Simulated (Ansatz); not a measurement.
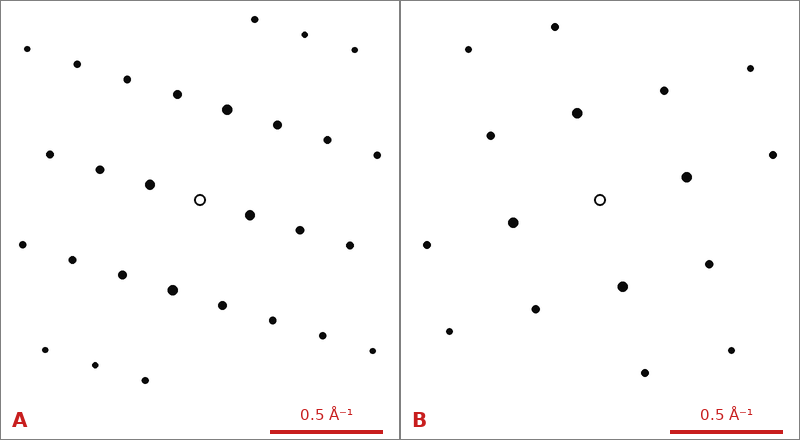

Kinematic electron diffraction patterns (120 kV, B = 0.5 Å², same scale, each along a low-index zone) of two structures of composition Li2Au, each relaxed at zero pressure with Ansatz 0.2.0, DFT PBE, scalar-relativistic, plane waves, PAW.

The structures (standard cells):
1. Fd-3m (No. 227), a = 7.027 Å, 24 atoms; generated start, possibly hypothetical
2. I4/mmm (No. 139), a = 3.333 Å, c = 8.504 Å, 6 atoms; generated start, possibly hypothetical

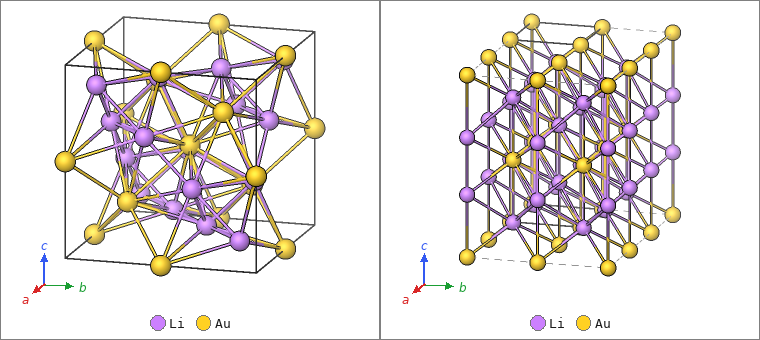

Drawings of the structures 1 to 2, from left to right (each may span several cells).

**Which pattern belongs to which structure, and along which zone?**

A is structure 2 along [110] or an equivalent direction: rectangular net of 0 0 2 at d = 4.25 Å and 1 -1 0 at d = 2.36 Å, 90.0° apart. B is structure 1 along [001] or an equivalent direction: square net of 2 -2 0 at d = 2.48 Å and 2 2 0 at d = 2.48 Å, 90.0° apart (some points of this net are extinct or too weak to see).

**Which structure lies lowest at this level of theory, and by how much?**

Structure 2 (I4/mmm, 15.74 Å³ an atom) is the lowest of these; structure 1 (Fd-3m, 14.46 Å³ an atom) lies about 190 meV an atom higher. These are static energies at 0 K; other structures, not shown, may lie lower still.
